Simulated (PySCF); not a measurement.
# AlCNSCl2 (AlCl2(NCS)): levels of theory compared

We compute a comparison of 5 runs (HF/3-21G, HF/def2-SVP, PBE/cc-pVDZ, B3LYP/6-31G*, PBE/cc-pVTZ) of AlCNSCl2 (AlCl2(NCS)). The job is set up through a Python script.

The calculation is run with PySCF 2.14.0.

### 1 Starting point

The species is AlCNSCl2 (6 atoms), meant as a singlet with charge 0. As SMILES, `S=C=[N][Al]([Cl])[Cl]`. The shape comes from GFN2-xTB, which is rough for such elements, and wasn't checked as a minimum.

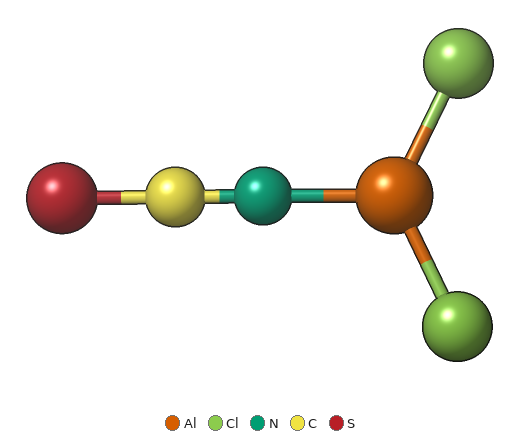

The structure, seen from a chosen angle (aluminium orange, chlorine green, nitrogen teal, carbon yellow, sulfur red).

### 2 Energy and gradient at HF/3-21G (run 1)

File geometry.xyz:

```xyz
6
CAlCl2NS
Al     0.633280     1.096110    -0.002860
Cl     2.641930     0.934760     0.039550
Cl    -0.499710     2.763460    -0.034970
N     -0.271070    -0.455770    -0.010360
C     -0.867000    -1.497190    -0.000750
S     -1.637430    -2.841370     0.009390
```

File input.py:

```python
# AlCl2(NCS)
import pyscf.grad
from pyscf import gto

mol = gto.Mole()
mol.atom = 'geometry.xyz'
mol.charge = 0
mol.verbose = 3
mol.max_memory = 1860
mol.basis = '3-21g'
mol.build()

mf = mol.RHF()
mf.conv_tol = 1e-10
mf.kernel()
if not mf.converged:
    mf = mf.newton().run(mf.mo_coeff, mf.mo_occ)

etot = mf.e_tot
print(f'total energy: {etot:.8f} hartree')
grad = mf.Gradients().kernel()
mf.analyze()
```

Command:

```
$ OMP_NUM_THREADS=1 python input.py
```

The log of the run:

```text
converged SCF energy = -1642.7356372115
[... 20 lines left out ...]
MO #10  energy= -7.99384606866338  occ= 2
[... 11 lines left out ...]
MO #22  energy= -3.31995055640503  occ= 2
[... 11 lines left out ...]
MO #34  energy= -0.517650674606075 occ= 2
[... 11 lines left out ...]
MO #46  energy= 0.285970391583971  occ= 0
[... 11 lines left out ...]
MO #58  energy= 0.848745539064425  occ= 0
[... 11 lines left out ...]
MO #70  energy= 3.00782141565172   occ= 0
[... 7 lines left out ...]
Dipole moment(X, Y, Z, Debye):  0.77211,  1.32403, -0.00833
```

Wall time 6.6 s (1 thread of Intel Xeon at 2.50GHz (Skylake/Cascade Lake), shared host); peak memory 0.14 GiB.

### 3 Energy and gradient at HF/def2-SVP (run 2)

File run.py:

```python
import pyscf.grad
from pyscf import gto, scf

mol = gto.M(
    atom='''
Al     1.196726     2.071348    -0.005405
Cl     4.992524     1.766440     0.074739
Cl    -0.944315     5.222183    -0.066084
N     -0.512248    -0.861280    -0.019578
C     -1.638393    -2.829279    -0.001417
S     -3.094294    -5.369411     0.017745
''',
    basis='def2-svp',
    unit='bohr',
    verbose=4,
    max_memory=1860,
    charge=0,
    spin=0,
)

mf = scf.RHF(mol)
mf.conv_tol = 1e-10
mf.kernel()
if not mf.converged:
    mf = mf.newton().run(mf.mo_coeff, mf.mo_occ)

energy = mf.e_tot
print('Final energy', energy)
grad = mf.Gradients().kernel()
mf.analyze()
```

Command:

```
$ OMP_NUM_THREADS=1 python run.py
```

The log of the run:

```text
PySCF version 2.14.0

[... 91 lines left out ...]
MO #5   energy= -15.5888662086567  occ= 2
[... 18 lines left out ...]
MO #24  energy= -1.1177449200199   occ= 2
[... 18 lines left out ...]
MO #43  energy= 0.186796772762038  occ= 0
[... 18 lines left out ...]
MO #62  energy= 0.898630819271725  occ= 0
[... 18 lines left out ...]
MO #81  energy= 1.24346320142876   occ= 0
[... 18 lines left out ...]
MO #100 energy= 3.72132906298114   occ= 0
[... 109 lines left out ...]
Dipole moment(X, Y, Z, Debye):  0.87944,  1.50787, -0.00530
```

Wall time 19 s (1 thread of Intel Xeon at 2.50GHz (Skylake/Cascade Lake), shared host); peak memory 0.21 GiB.

Run 3 isn't shown in full; the table further down has it.

### 4 Energy and forces at B3LYP/6-31G(d) (Cartesian functions) (run 4)

File calc.py:

```python
from pyscf import gto, dft

molecule = gto.Mole()
molecule.atom = '''
Al   0.633280   1.096110  -0.002860
Cl   2.641930   0.934760   0.039550
Cl  -0.499710   2.763460  -0.034970
N   -0.271070  -0.455770  -0.010360
C   -0.867000  -1.497190  -0.000750
S   -1.637430  -2.841370   0.009390
'''
molecule.spin = 0
molecule.cart = True
molecule.charge = 0
molecule.verbose = 4
molecule.basis = '6-31g*'
molecule.max_memory = 1860
molecule.build()

myscf = dft.RKS(molecule)
myscf.xc = 'b3lyp'
myscf.conv_tol = 1e-10
myscf.grids.level = 5
myscf.kernel()
if not myscf.converged:
    myscf = myscf.newton().run(myscf.mo_coeff, myscf.mo_occ)

etot = myscf.e_tot
print(f'total energy: {etot:.8f} hartree')
grad = myscf.nuc_grad_method().kernel()
myscf.analyze()
```

Command:

```
$ OMP_NUM_THREADS=1 python calc.py
```

The log of the run:

```text
PySCF version 2.14.0

[... 106 lines left out ...]
MO #6   energy= -10.3048356156359  occ= 2
[... 19 lines left out ...]
MO #26  energy= -0.793196546779034 occ= 2
[... 19 lines left out ...]
MO #46  energy= 0.111253604115148  occ= 0
[... 19 lines left out ...]
MO #66  energy= 0.618198782120739  occ= 0
[... 19 lines left out ...]
MO #86  energy= 1.16933821757443   occ= 0
[... 19 lines left out ...]
MO #106 energy= 4.36219657016799   occ= 0
[... 115 lines left out ...]
Dipole moment(X, Y, Z, Debye):  0.73979,  1.26878, -0.00575
```

Run time: 90 s. Hardware: 1 thread of Intel Xeon at 2.50GHz (Skylake/Cascade Lake), shared host; peak memory 1.1 GiB.

### 5 Energy and gradient at PBE/cc-pVTZ (run 5)

File job.py:

```python
# AlCl2(NCS)
from pyscf import gto, dft

mol = gto.Mole()
mol.atom = [
    ('Al', (0.633280, 1.096110, -0.002860)),
    ('Cl', (2.641930, 0.934760, 0.039550)),
    ('Cl', (-0.499710, 2.763460, -0.034970)),
    ('N', (-0.271070, -0.455770, -0.010360)),
    ('C', (-0.867000, -1.497190, -0.000750)),
    ('S', (-1.637430, -2.841370, 0.009390)),
]
mol.basis = 'cc-pvtz'
mol.max_memory = 1860
mol.verbose = 3
mol.build()

mf = dft.RKS(mol, xc='pbe')
mf.conv_tol = 1e-10
mf.grids.level = 5
mf.kernel()
if not mf.converged:
    mf = mf.newton().run(mf.mo_coeff, mf.mo_occ)

e_tot = mf.e_tot
print('E = %.10f Eh' % e_tot)
grad = mf.nuc_grad_method().kernel()
mf.analyze()
```

Command:

```
$ OMP_NUM_THREADS=1 python job.py
```

The log of the run:

```text
converged SCF energy = -1653.37788360058
[... 41 lines left out ...]
MO #31  energy= -0.371545243283932 occ= 2
[... 32 lines left out ...]
MO #64  energy= 0.326214447846174  occ= 0
[... 32 lines left out ...]
MO #97  energy= 0.913955828178435  occ= 0
[... 32 lines left out ...]
MO #130 energy= 1.91364929862824   occ= 0
[... 32 lines left out ...]
MO #163 energy= 2.82737842824871   occ= 0
[... 32 lines left out ...]
MO #196 energy= 14.2377626263902   occ= 0
[... 7 lines left out ...]
Dipole moment(X, Y, Z, Debye):  0.75928,  1.30301, -0.00539
```

It took 5.3 min on 1 thread of Intel Xeon at 2.50GHz (Skylake/Cascade Lake), shared host; peak memory 3 GiB.

### 6 All runs side by side

```
run                               level  integration grid  Cartesian functions   energy (Eh)  dipole moment (D)  HOMO energy (eV)  LUMO energy (eV)  wall time
  1                            HF/3-21G                 –                   no  -1642.735637               1.53            -10.24              0.84      6.6 s
  2                         HF/def2-SVP                 –                   no  -1650.402162               1.75            -10.03              1.62       19 s
  3                         PBE/cc-pVDZ                 5                   no  -1653.279221               1.48             -6.31             -2.31       79 s
  4  B3LYP/6-31G* (Cartesian functions)                 5                  yes  -1654.057902               1.47             -7.26             -1.78       90 s
  5                         PBE/cc-pVTZ                 5                   no  -1653.377884               1.51             -6.42             -2.34    5.3 min
```

### 7 What came out

| quantity | value |
| --- | --- |
| run 5: total energy | -1653.37788 Eh |
| run 5: dipole moment | 1.51 D |
| run 5: HOMO energy | -6.42 eV |
| run 5: LUMO energy | -2.34 eV |
| run 5: HOMO–LUMO gap | 4.08 eV |
| run 5: largest force on an atom | 1.938 eV/Å |

**Reading.** The dipole moment (its size) runs from 1.47 D (B3LYP/6-31G*) to 1.75 D (HF/def2-SVP). The two ends differ in method and basis. The HOMO–LUMO gap runs from 4.00 eV (PBE/cc-pVDZ) to 11.65 eV (HF/def2-SVP). Totals of different functionals can't be ranked against each other. All runs together took 8.5 min, the longest 5.3 min.
